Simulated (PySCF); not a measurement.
```xyz
11
charge 0, multiplicity 1
Ti   -0.5144   -0.0115   -0.5040
O    -0.3068   -0.0160    1.6844
H    -0.7044   -0.8027    2.0830
H    -0.6984    0.7699    2.0904
Br   -0.3171    0.0001   -2.8527
O     1.6834   -0.0010   -0.3511
H     2.0576    0.7927   -0.7593
H     2.0627   -0.7759   -0.7894
Br   -2.8578   -0.0211   -0.2738
Br   -0.1623    2.3721   -0.1406
Br   -0.1445   -2.3921   -0.1560
```

Work out the structure from the coordinates.

The molecule is Br4H4O2Ti. Its SMILES string is `[OH2]->[Ti](<-[OH2])([Br])([Br])([Br])[Br]`. Coordination, clear cases only: 2 O trigonal pyramidal.

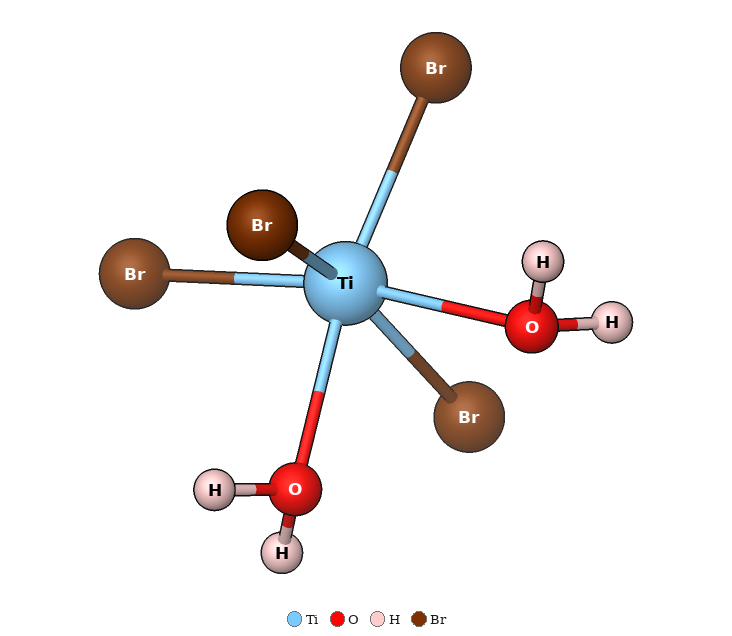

The picture comes from a calculation with PySCF.
